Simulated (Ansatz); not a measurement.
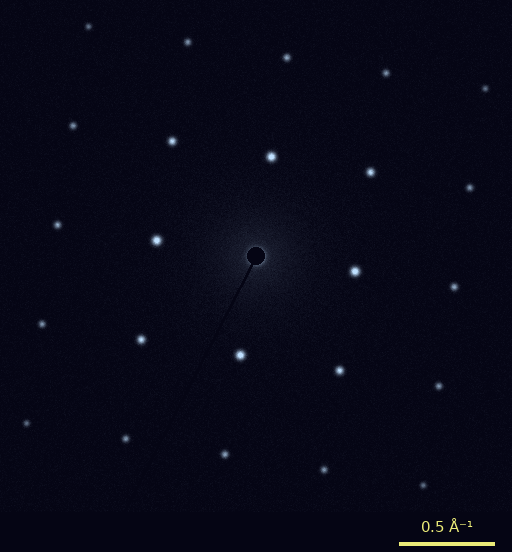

Computed electron diffraction pattern, 200 kV, single scattering only, B = 0.5 Å².

Phase: Rh, space group Fm-3m (No. 225), a = 3.78 Å. Structure: the input geometry of an electronic-structure calculation (not necessarily at equilibrium).

```
atom  site  symmetry       x       y       z
  Rh    4a      m-3m  0.0000  0.0000  0.0000
```

Q: Which low-index zone axis gives this pattern?

A: The spots form a square net with both shortest vectors at d = 1.89 Å, 90.0° apart. They index as 2 0 0 and 0 2 0, so the zone axis is [001] (or an equivalent direction of <001>).

Q: Which reflections of this zone are missing, and why?

A: The lattice centring (F) removes all reflections that break h + k = 2n, h + l = 2n.

Q: List the strongest reflections.

A: Strongest reflections with d > 0.80 Å, one of each family (|F|² from tabulated Gaussian fits of the electron scattering factors, times a small damping for the curvature of the Ewald sphere):

```csv
hkl,d (Å),I (strongest = 100)
2 0 0,1.889,100
2 2 0,1.336,46
4 0 0,0.945,16
4 2 0,0.845,11
```
